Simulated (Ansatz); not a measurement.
## Run report: HBr, geometry relaxation

HBr, computed with RKS PBE0-D4/def2-TZVP (Ansatz 0.2.0).

Figures and captions count atoms from 1; the log counts them from 0 in places.

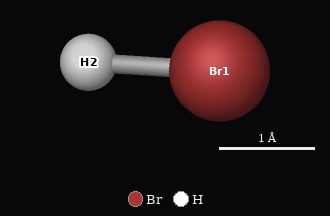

**Figure 1.** The starting structure (ball-and-stick view, seen at a tilt; atoms are numbered from 1 in the order of the input). Bond lengths as drawn: Br–H 1.43 Å.

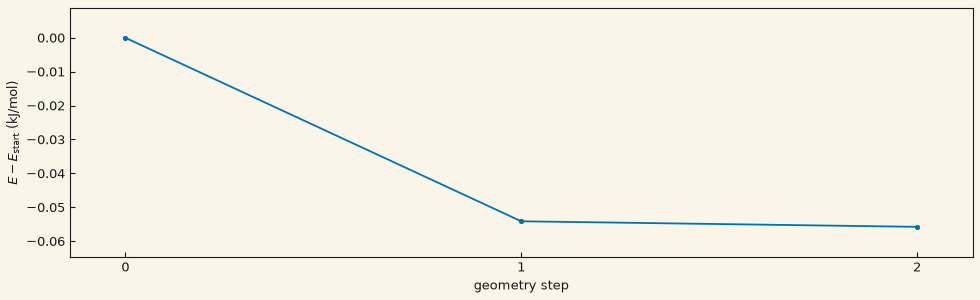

**Figure 2.** Progress of the relaxation, step by step (the first geometry is step 0 here and step 1 in the log). After 2 geometry steps the energy has fallen by 0.06 kJ/mol. Largest force component: 0.13 eV/Å at the start, 0.00014 eV/Å at the end. No atom moves by more than 0.005 Å after the best rigid fit. Among the contacts that change: Br1–H2 1.427 → 1.421 Å. (Atoms are counted from 1 in the order of the input.)

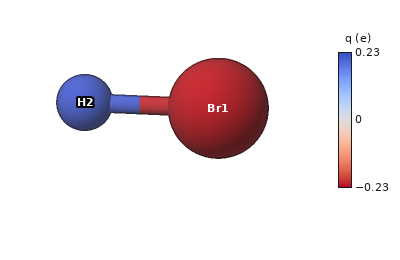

**Figure 3.** Mulliken charges, as the colour of each atom (ball-and-stick view, seen at a tilt; atoms are numbered from 1 in the order of the input). By element: Br −0.22 and H +0.22 e.

The input and output of the run follow.

**The input**
```yaml
crystal:
  periodic: [false, false, false]
  atoms:
    - {symbol: Br, position_ang: [1.593473, -1.021670, 0.239382]}
    - {symbol: H, position_ang: [1.930266, 0.077614, 1.085075]}
basis:
  gaussian: {orbitals: def2-TZVP}
hamiltonian: {xc: pbe0, dispersion: d4}
relax: {f_tol: 0.005, max_steps: 200}
```

Launch command:
```bash
ansatz run in.yaml --threads 4 --pin off --events-out ev --progress --plain --max-ram 9574MiB
```

**The program's output**
```
Functional definition: PBE0
  name "PBE0"
  cite "Adamo & Barone, J. Chem. Phys. 110, 6158 (1999) doi:10.1063/1.478522"
  cite "Perdew, Burke & Ernzerhof, Phys. Rev. Lett. 77, 3865 (1996) doi:10.1103/PhysRevLett.77.3865"
  parent pbe
  parameter a = 0.25
  parameter kappa = 0.804
  parameter beta = 0.06672455060314922
  exchange = (1 - a)*pbe_x(kappa = kappa, mu = beta*pi^2/3) + a*exact_x
  correlation = pbe_c(beta = beta)
457 factors; their error is unknown
mean field evaluation 1: about -70054.0292 eV, gradient 6.5e0 eV
mean field evaluation 2: about -70054.0950 eV, gradient 3.6e0 eV
mean field evaluation 4: about -70054.1322 eV, gradient 7.0e-2 eV
mean field evaluation 8: about -70054.5722 eV, gradient 6.2e-3 eV
mean field -70054.57220098 eV, -2574.4580436915 hartree, gradient 2.2e-5 eV, S^2 0.000000; 0 other end points of the search recorded, 0 dependent functions left out
the calculation of the forces begins
reference -70054.57221826 eV, -2574.4580443267 hartree; 18, 18 occupied and 36, 36 virtual orbitals, 457 factors
relax step   1: F+E_penalty+E_count = -70054.57772252 eV  Δ(F+E_penalty+E_count) = +0.000e0 eV  max|allowed force component| = 1.323e-1 eV/Å  Δτ_max = 0.0000 Å  (23 SCF iters, accepted)
these checks for a lower state are left out or cut short: starts, cluster_reference, orbital_swaps, neighbouring_geometries, increment
457 factors; their error is unknown
mean field evaluation 16: about -70054.1322 eV, gradient 1.9e-4 eV
mean field -70054.57276404 eV, -2574.4580643837 hartree, gradient 9.2e-6 eV, S^2 0.000000; 0 other end points of the search recorded, 0 dependent functions left out
the calculation of the forces begins
reference -70054.57278132 eV, -2574.4580650187 hartree; 18, 18 occupied and 36, 36 virtual orbitals, 457 factors
relax step   2: F+E_penalty+E_count = -70054.57828375 eV  Δ(F+E_penalty+E_count) = -5.612e-4 eV  max|allowed force component| = 2.336e-2 eV/Å  Δτ_max = 0.0028 Å  (29 SCF iters, accepted)
these checks for a lower state are left out or cut short: starts, cluster_reference, orbital_swaps, neighbouring_geometries, increment
457 factors; their error is unknown
mean field -70054.57278216 eV, -2574.4580650495 hartree, gradient 9.1e-6 eV, S^2 0.000000; 0 other end points of the search recorded, 0 dependent functions left out
the calculation of the forces begins
reference -70054.57279944 eV, -2574.4580656844 hartree; 18, 18 occupied and 36, 36 virtual orbitals, 457 factors
relax step   3: F+E_penalty+E_count = -70054.57830148 eV  Δ(F+E_penalty+E_count) = -1.773e-5 eV  max|allowed force component| = 1.346e-4 eV/Å  Δτ_max = 0.0006 Å  (29 SCF iters, accepted)
457 factors; their error is unknown
mean field evaluation 32: about -70054.1322 eV, gradient 1.2e-4 eV
mean field -70054.57278216 eV, -2574.4580650495 hartree, gradient 9.1e-6 eV, S^2 0.000000; 1 other end points of the search recorded, 0 dependent functions left out
the calculation of the forces begins
reference -70054.57279944 eV, -2574.4580656844 hartree; 18, 18 occupied and 36, 36 virtual orbitals, 457 factors
Total energy: -70054.57831875 eV, -2574.4582685156 hartree
Atom 0 at     1.594265    -1.019085     0.241370 Å, force    -0.000041    -0.000135    -0.000104 eV/Å
Atom 1 at     1.929474     0.075029     1.083087 Å, force     0.000041     0.000135     0.000104 eV/Å
Dipole moment:     0.046802     0.152762     0.117522 e Å
```

**Trajectory as extended XYZ (Å, eV, eV/Å), 3 frames, from step=1 to step=3**
```
2
Properties=species:S:1:pos:R:3:forces:R:3 step=1 energy=-70054.57772
Br    1.5935   -1.0217    0.2394    0.0405   0.1323   0.1017
H     1.9303    0.0776    1.0851   -0.0405  -0.1323  -0.1017
2
Properties=species:S:1:pos:R:3:forces:R:3 step=2 energy=-70054.57828
Br    1.5941   -1.0195    0.2410    0.0072   0.0234   0.0180
H     1.9296    0.0755    1.0834   -0.0072  -0.0234  -0.0180
2
Properties=species:S:1:pos:R:3:forces:R:3 step=3 energy=-70054.57830
Br    1.5943   -1.0191    0.2414    0.0000  -0.0001  -0.0001
H     1.9295    0.0750    1.0831    0.0000   0.0001   0.0001
```

**Summary**

```csv
quantity,value
outcome,converged
total energy,−70054.5783 eV
mean-field energy,−70054.5728 eV
dispersion energy,−0.0055 eV
SCF solution under orbital rotations,stable
largest force (length of the vector) at the end,under 0.001 eV/Å
dipole moment,0.95 D
hardware,"4 threads of Arm Neoverse V1, 23 GiB of memory available, shared host"
wall time,0.95 s (CPU time 2.8 s)
peak memory,0.46 GiB
```
